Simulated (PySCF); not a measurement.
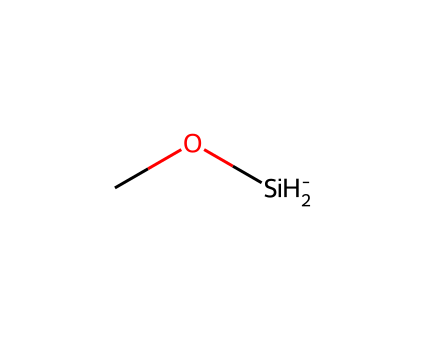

2D structure. State: charge −1, singlet.

Give its SMILES.

Answer. CO[SiH2-]

What is the molecular formula?

Answer. CH5OSi, charge -1.

An optimisation with GFN2-xTB gave a structure of which point group?

Answer. Cs.

More results for the same structure follow; atom numbers are the same in all pictures, views and colours differ. The geometry was computed by an optimisation with GFN2-xTB. No frequency run is at hand to confirm it as a minimum.

Charges

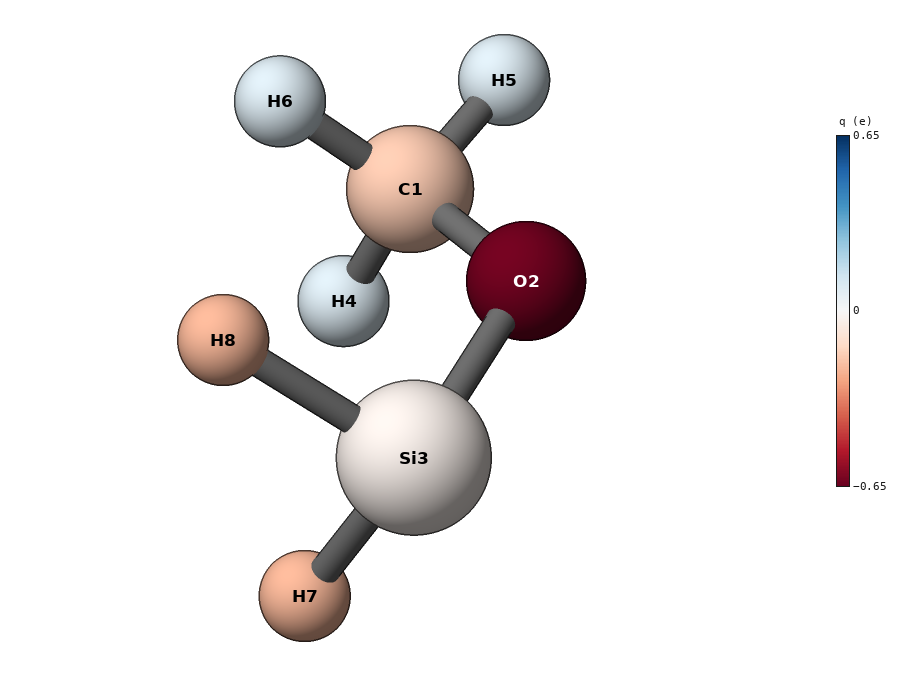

Atoms are coloured by their IAO charges. No frequency run is at hand to confirm it as a minimum. Level of theory: PBE0/pcSseg-1, gas phase (PySCF 2.14.0).

Which atom carries the highest charge (most positive or least negative)?

Answer. H4, H5, H6 (0.09 e).

And the lowest?

Answer. O2 (−0.62 e).

Give the IAO charges atom by atom.

| atom | value (e) |
| --- | --- |
| C1 | −0.17 |
| O2 | −0.62 |
| Si3 | −0.03 |
| H4 | 0.09 |
| H5 | 0.09 |
| H6 | 0.09 |
| H7 | −0.22 |
| H8 | −0.22 |

Quadrupole coupling

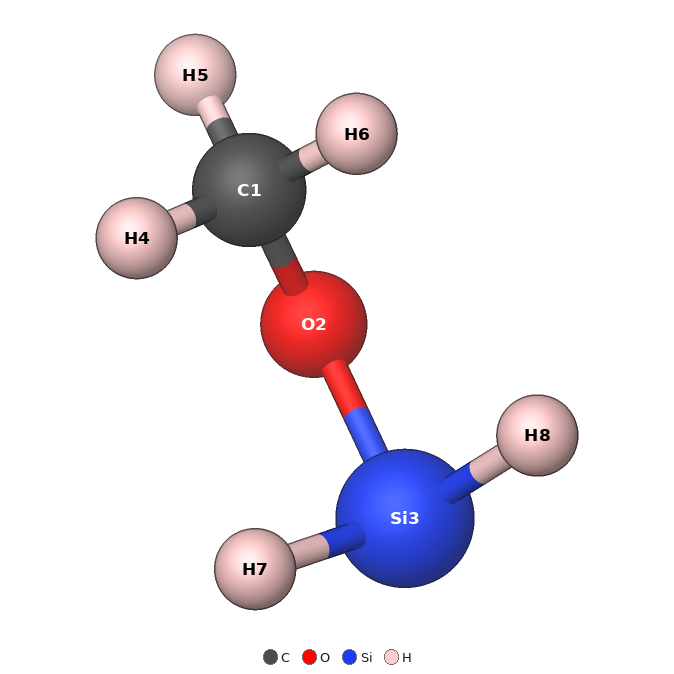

No frequency run is at hand to confirm it as a minimum. Electric field gradients from the ground-state density, PBE0/pcSseg-1 (PySCF 2.14.0), non-relativistic apart from any core potentials.

Give the largest field-gradient component, the quadrupole coupling constant and the asymmetry for 17O at O2 (Q = −25.6 mb), 2H at H4 (Q = 2.86 mb), 2H at H5 (Q = 2.86 mb), 2H at H7 (Q = 2.86 mb).

```
atom  V_zz (a.u.)  e²qQ/h (MHz)     η
  O2        1.776        −10.68  0.44
  H4        0.279         0.187  0.06
  H5        0.287         0.193  0.05
  H7        0.136         0.092  0.14
```

Electronic properties

No frequency run is at hand to confirm it as a minimum. Level of theory: PBE0/def2-SVPD, gas phase (PySCF 2.14.0).

Give the mean static polarisability at this level.

Answer. 75.8 bohr³.

The geometry is semi-empirical. Around Si such bond lengths and angles can be off by a tenth of an ångström or more and by several degrees, and values that hang on the shape move with them.
